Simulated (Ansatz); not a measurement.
**C17H13Cl3N2Si (SMILES Cl[Si](Cl)(Cl)Cc1ccc(-c2cnc(-c3ccccc3)nc2)cc1) (charge +1, doublet): density, localisation and related maps**

Input

```
crystal:
  periodic: [false, false, false]
  atoms:
    - {symbol: Cl, position_ang: [6.008548, 2.385093, -0.488919]}
    - {symbol: Si, position_ang: [6.539771, 0.752967, 0.650241]}
    - {symbol: Cl, position_ang: [8.570711, 0.494709, 0.632856]}
    - {symbol: Cl, position_ang: [5.850639, 0.988268, 2.576653]}
    - {symbol: C, position_ang: [5.727141, -0.809840, -0.100007]}
    - {symbol: C, position_ang: [4.248888, -0.694475, -0.116509]}
    - {symbol: C, position_ang: [3.576816, -0.096752, -1.219488]}
    - {symbol: C, position_ang: [2.198841, 0.061697, -1.213108]}
    - {symbol: C, position_ang: [1.415391, -0.370291, -0.099672]}
    - {symbol: C, position_ang: [-0.026177, -0.208082, -0.092410]}
    - {symbol: C, position_ang: [-0.703880, 0.782841, -0.871214]}
    - {symbol: N, position_ang: [-2.016012, 0.930469, -0.860063]}
    - {symbol: C, position_ang: [-2.754429, 0.093849, -0.083801]}
    - {symbol: C, position_ang: [-4.203460, 0.250370, -0.083623]}
    - {symbol: C, position_ang: [-4.804282, 1.330233, -0.793996]}
    - {symbol: C, position_ang: [-6.189032, 1.471559, -0.795155]}
    - {symbol: C, position_ang: [-6.991645, 0.549738, -0.085575]}
    - {symbol: C, position_ang: [-6.404358, -0.521225, 0.625116]}
    - {symbol: C, position_ang: [-5.021121, -0.676789, 0.626302]}
    - {symbol: N, position_ang: [-2.211712, -0.881635, 0.692014]}
    - {symbol: C, position_ang: [-0.898928, -1.023895, 0.695339]}
    - {symbol: C, position_ang: [2.094575, -0.964298, 1.007519]}
    - {symbol: C, position_ang: [3.473728, -1.111785, 1.001740]}
    - {symbol: H, position_ang: [6.084226, -1.651434, 0.529169]}
    - {symbol: H, position_ang: [6.161869, -0.903412, -1.116878]}
    - {symbol: H, position_ang: [4.161042, 0.238534, -2.088983]}
    - {symbol: H, position_ang: [1.708157, 0.501944, -2.092778]}
    - {symbol: H, position_ang: [-0.130676, 1.516080, -1.465815]}
    - {symbol: H, position_ang: [-4.152036, 2.041442, -1.320612]}
    - {symbol: H, position_ang: [-6.659286, 2.304672, -1.338372]}
    - {symbol: H, position_ang: [-8.086259, 0.666866, -0.086901]}
    - {symbol: H, position_ang: [-7.041832, -1.235674, 1.167178]}
    - {symbol: H, position_ang: [-4.535718, -1.509774, 1.154292]}
    - {symbol: H, position_ang: [-0.496110, -1.862853, 1.289903]}
    - {symbol: H, position_ang: [1.527432, -1.284515, 1.893113]}
    - {symbol: H, position_ang: [3.979180, -1.554613, 1.872442]}
basis:
  gaussian: {orbitals: def2-TZVP, fitting: {mean_field: def2-universal-jkfit}, initial_orbitals: start.molden}
total_charge: 1
magnetization: {spin_polarized: true, initial_magnetization: 1}
hamiltonian: {xc: pbe0, dispersion: d4}
scf: {omitted_lower_state_checks: [starts]}
output: {orbitals: {seedname: orbitals}}
```

Launched as:

```sh
ansatz run in.yaml --threads 2 --pin off --events-out ev --progress --plain --max-ram 22528MiB --backend cuda --devices 0, --max-vram 18GiB
```

Geometry: PBE-D4/def2-SVP.

Level of theory: UKS PBE0-D4/def2-TZVP (Ansatz).

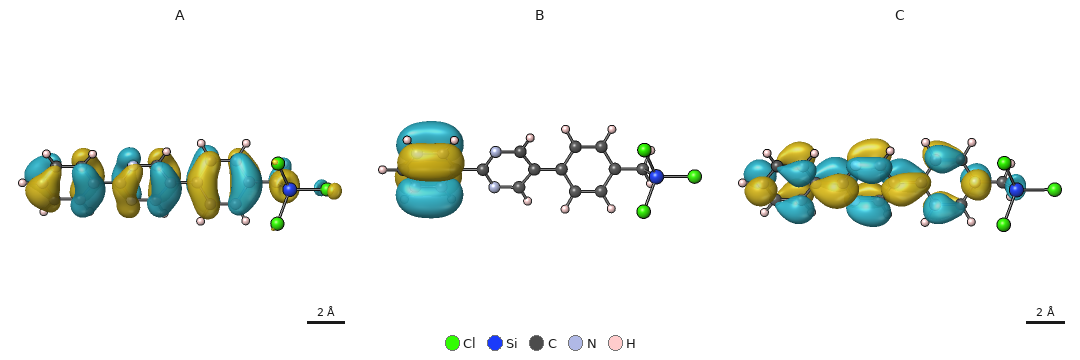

Figure 1. Three frontier orbitals at ±0.06 Å⁻³ᐟ² (yellow and cyan are the two phases), in no order.

Which picture is the HOMO−1, the HOMO and the LUMO? All are α orbitals.

B is the HOMO−1 (α) (−10.74 eV). It lies mainly on C19 (about 20 %), C15 (about 20 %), C16 (about 20 %) and C18 (about 20 %). A is the HOMO (α) (−10.13 eV). No atom holds more than about 10 % of it (Hirshfeld); by element the shares are C 85 % and N 5 %. C is the LUMO (α) (−5.88 eV). No atom holds more than about 15 % of it (Hirshfeld); by element the shares are C 85 %, N 10 % and H 5 %.

What is the gap between the highest occupied and lowest empty α orbitals?

4.25 eV between the orbital energies.

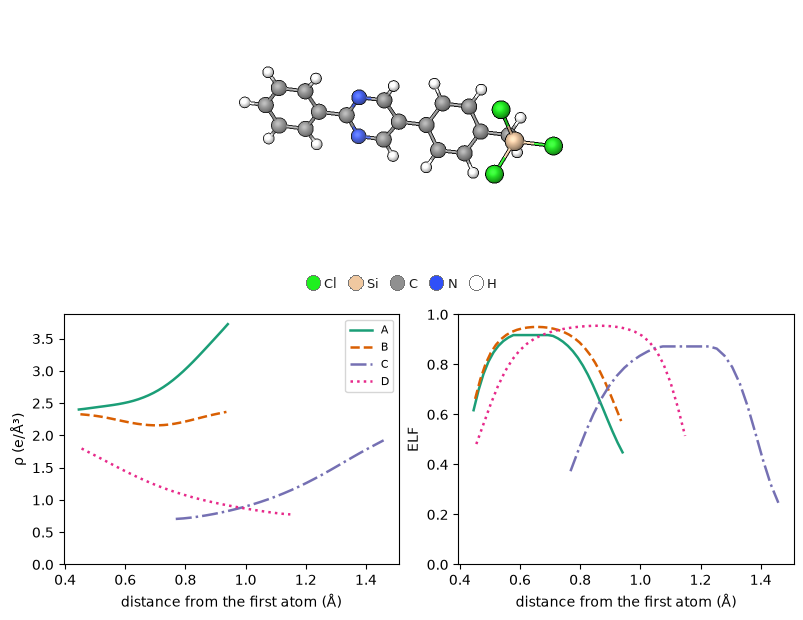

Figure 2. Total electron density and electron localisation function along straight lines between neighbouring atoms. The curves leave out the atomic cores. The structure is drawn too.

Which curve belongs to which contact (C–C, C–N, C–Si and Si–Cl)? The first atom named is at distance zero.

Curve A: C–N (1.32 Å): ρ at the midpoint is about 2.6 e/Å³; the ELF peaks at about 0.90 between the atoms, as expected for a covalent bond. Curve B: C–C (1.39 Å): the density is about 2.2 e/Å³ at the midpoint; the ELF peaks at about 0.95 between the atoms: a covalent bond. Curve C: Si–Cl (2.05 Å): ρ at the midpoint is about 0.93 e/Å³; the ELF peaks at about 0.85 between the atoms, as expected for a polar covalent bond. Curve D: C–Si (1.91 Å): ρ at the midpoint is about 0.9 e/Å³; the ELF peaks at about 0.95 between the atoms (a covalent bond).

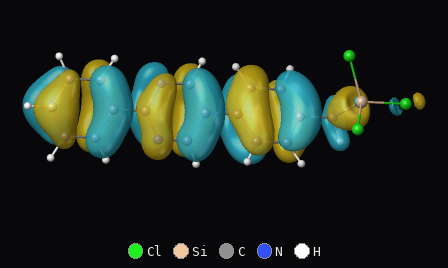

Figure 3. The LUMO (β) at ±0.05 Å⁻³ᐟ² (yellow and cyan are the two phases), seen at a tilt.

Describe this orbital and give its energy.

No atom holds more than about 10 % of it (Hirshfeld); by element the shares are C 85 % and N 5 %. Its energy is −8.62 eV.
